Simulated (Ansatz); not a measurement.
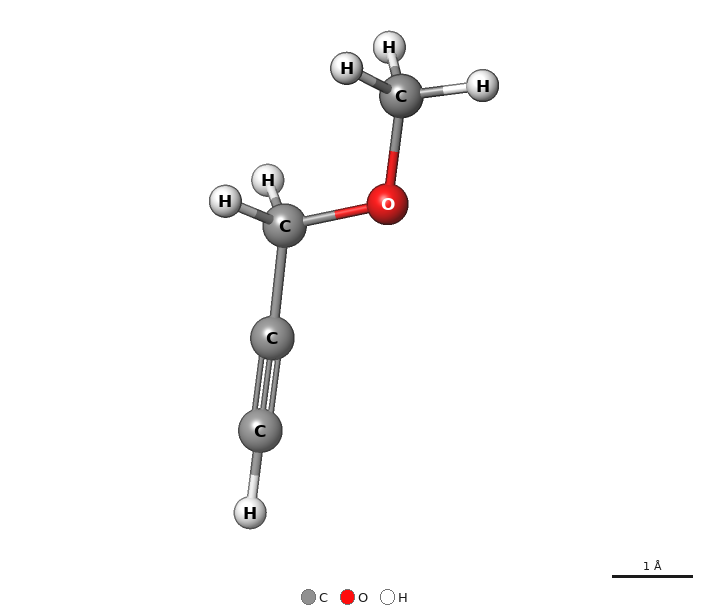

A ball-and-stick model of a molecule. Multiple sticks mark multiple bonds (one Kekulé form).

Which formula does it have?

Answer. C4H6O, 11 atoms: 4 carbon, 6 hydrogen and 1 oxygen.

Does it have rings?

Answer. It has no ring.

What is the point group of this geometry?

Answer. Cs.

Write the SMILES.

Answer. C#CCOC

The parts below concern this one geometry. Atoms keep their numbers from picture to picture. Computed geometry: PBE0-D4/def2-TZVP optimisation.

**Shape**

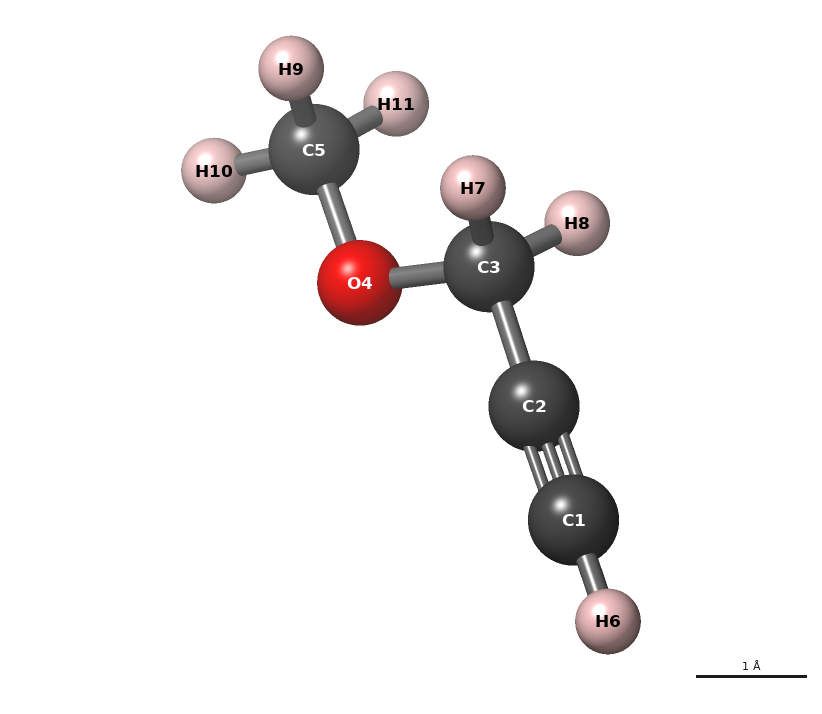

Numbered structure.

Which atoms are bonded, and how long are the bonds?

```json
{"bond": "C1–C2", "length (Å)": "1.199", "order": "triple"}
{"bond": "C1–H6", "length (Å)": "1.064", "order": "single"}
{"bond": "C2–C3", "length (Å)": "1.452", "order": "single"}
{"bond": "C3–O4", "length (Å)": "1.404", "order": "single"}
{"bond": "C3–H7", "length (Å)": "1.102", "order": "single"}
{"bond": "C3–H8", "length (Å)": "1.102", "order": "single"}
{"bond": "O4–C5", "length (Å)": "1.402", "order": "single"}
{"bond": "C5–H9", "length (Å)": "1.099", "order": "single"}
{"bond": "C5–H10", "length (Å)": "1.089", "order": "single"}
{"bond": "C5–H11", "length (Å)": "1.099", "order": "single"}
```

**Charges**

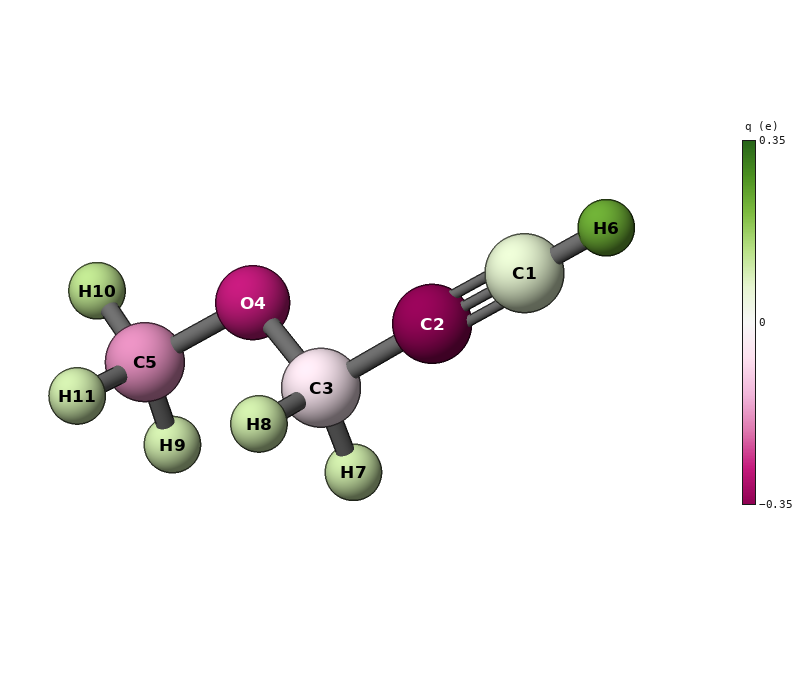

Atoms are coloured by their Mulliken charges. Level of theory: RKS ωB97M-V/def2-TZVPP (Ansatz 0.2.0).

Which atom carries the highest charge (most positive or least negative)?

Answer. H6 (0.23 e).

And the lowest?

Answer. C2 (−0.34 e).

Give the Mulliken charges atom by atom.

```csv
atom,value (e)
C1,0.07
C2,−0.34
C3,−0.05
O4,−0.28
C5,−0.18
H6,0.23
H7,0.10
H8,0.10
H9,0.10
H10,0.13
H11,0.10
```

**Levels of theory compared**

Program: Ansatz 0.2.0.

Tabulate dipole (D), HOMO energy (eV), HOMO–LUMO gap (eV) at these levels: B3LYP-D4/def2-TZVPP; PBE-D4/def2-TZVPP; r2SCAN-D4/def2-TZVPP; ωB97M-V/def2-TZVPP.

| level | dipole (D) | HOMO energy (eV) | HOMO–LUMO gap (eV) |
| --- | --- | --- | --- |
| B3LYP-D4/def2-TZVPP | 1.50 | −7.34 | 7.59 |
| PBE-D4/def2-TZVPP | 1.41 | −6.07 | 5.54 |
| r2SCAN-D4/def2-TZVPP | 1.46 | −6.37 | 6.18 |
| ωB97M-V/def2-TZVPP | 1.51 | −9.89 | 12.32 |

**Thermal motion**

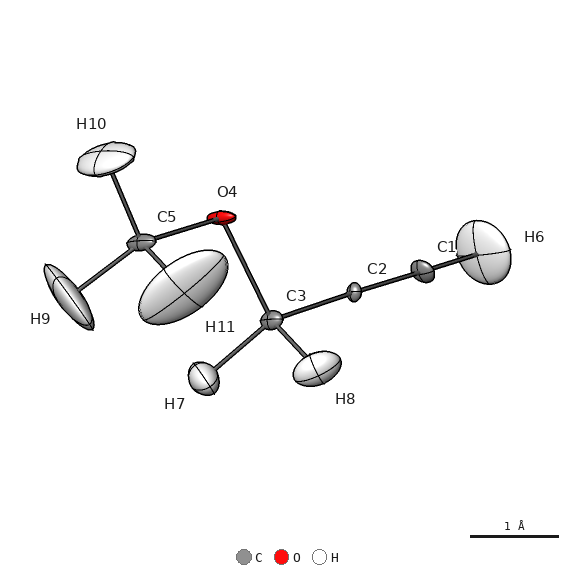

Displacement ellipsoids at the 50 % level, from the internal vibrations of the free molecule (harmonic, no overall translation or rotation; no half-axis is drawn under 0.075 Å). Vibrations computed with RKS PBE0-D4/def2-TZVP (Ansatz 0.2.0). Temperature: 400 K.

Which atom has the largest mean-square displacement?

Answer. H9, H11, with U_eq = 0.0702 Å².

Does H9 move more along its bond or across it?

Answer. Across it: the root-mean-square amplitude is 0.141 Å along the bond and up to 0.394 Å across, since bending and torsion are softer than stretching.

Give the displacement parameters, one line for each set of equivalent atoms.

| atom | U_eq (Å²) | rms amplitudes (Å) |
| --- | --- | --- |
| C1 | 0.0073 | 0.034, 0.093, 0.110 |
| C2 | 0.0037 | 0.036, 0.068, 0.072 |
| C3 | 0.0061 | 0.035, 0.072, 0.110 |
| O4 | 0.0082 | 0.039, 0.057, 0.141 |
| C5 | 0.0089 | 0.046, 0.063, 0.144 |
| H6 | 0.0455 | 0.078, 0.245, 0.265 |
| H7, H8 | 0.0212 | 0.109, 0.128, 0.188 |
| H9, H11 | 0.0702 | 0.089, 0.218, 0.394 |
| H10 | 0.0370 | 0.083, 0.171, 0.273 |

Mulliken values depend strongly on the basis set and can even reverse the polarity of a bond.
